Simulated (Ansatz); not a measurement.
**FH$_{3}$Si···NH$_{3}$···HF: density, localisation and related maps**

```json
{"atom": "Si", "x (Å)": "-0.9729", "y (Å)": "-0.5978", "z (Å)": "-0.9803"}
{"atom": "F", "x (Å)": "0.0185", "y (Å)": "0.6408", "z (Å)": "-1.3603"}
{"atom": "H", "x (Å)": "-0.2395", "y (Å)": "-1.8065", "z (Å)": "-0.5540"}
{"atom": "H", "x (Å)": "-2.0962", "y (Å)": "-0.1909", "z (Å)": "-0.1124"}
{"atom": "H", "x (Å)": "-1.5510", "y (Å)": "-0.8918", "z (Å)": "-2.3226"}
{"atom": "H", "x (Å)": "1.1361", "y (Å)": "0.2224", "z (Å)": "1.2679"}
{"atom": "N", "x (Å)": "0.1382", "y (Å)": "0.0528", "z (Å)": "1.3482"}
{"atom": "H", "x (Å)": "1.5252", "y (Å)": "1.1045", "z (Å)": "-0.7603"}
{"atom": "F", "x (Å)": "2.3145", "y (Å)": "1.2674", "z (Å)": "-0.2863"}
{"atom": "H", "x (Å)": "-0.2724", "y (Å)": "0.8921", "z (Å)": "1.7409"}
{"atom": "H", "x (Å)": "-0.0006", "y (Å)": "-0.6933", "z (Å)": "2.0192"}
```

The reactant side of a reaction path; geometry: PBE0-D4/def2-TZVP.

All numbers below come from RKS PBE0-D4/def2-TZVPP (Ansatz).

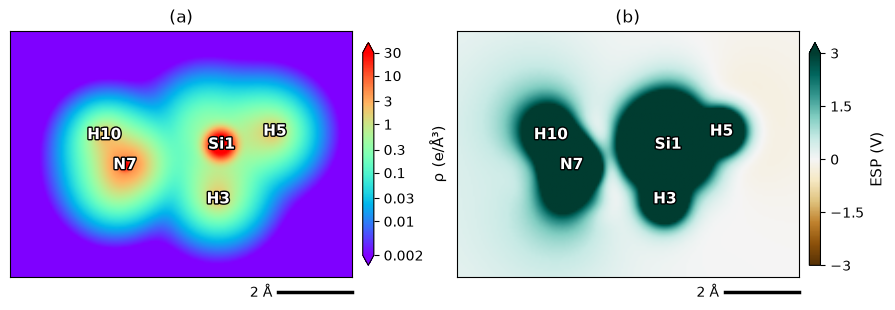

Figure 1. (a) total electron density; (b) electrostatic potential on the plane of atoms H3, Si1 and H5.

Read the bonding off the picture.

Answer.
- The section cuts through Si, H and N sites.
- N–H (1.01 Å): ρ at the midpoint is about 2.9 e/Å³.
- Si–H (1.48 Å): ρ is about 0.84 e/Å³ halfway.
- The potential has no marked negative region in this plane.

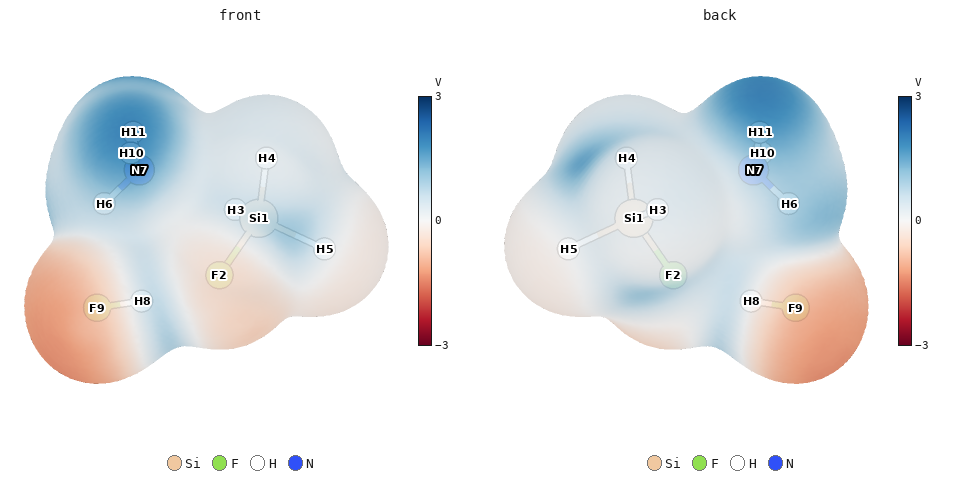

Figure 2. The molecular electrostatic potential painted on the density surface at 0.002 e/bohr³, seen from the front and from behind; red is negative and blue positive.

Which sites attract a positive test charge, and which a negative one?

Answer. A positive charge is drawn to the negative regions and a negative charge to the positive ones. The most negative region (about −1.3 V) lies over F9, the most positive (about +2.0 V) over H10 and H11.

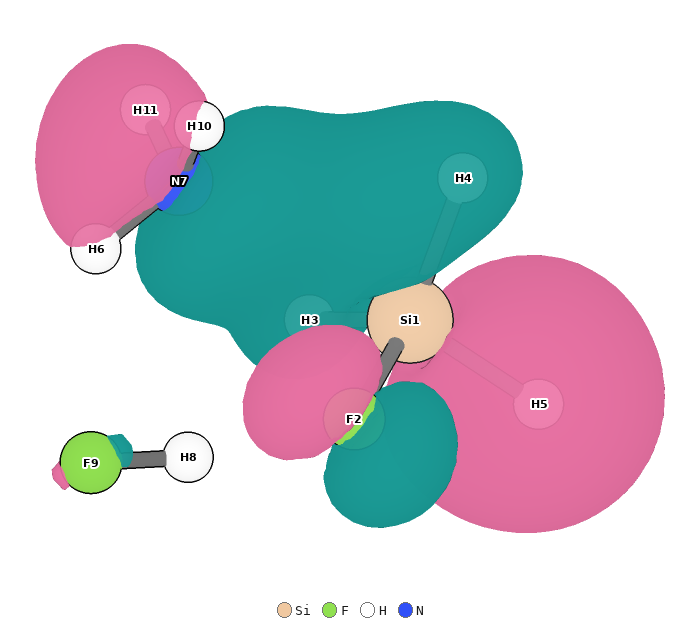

Figure 3. The HOMO−1 at ±0.08 Å⁻³ᐟ² (teal and pink are the two phases), seen at a tilt.

Describe this orbital and give its energy.

Answer. Its weight (Hirshfeld) is mainly on Si1 (about 30 %), H5 (about 25 %), N7 (about 20 %) and F2 (about 15 %). Its energy is −9.58 eV.
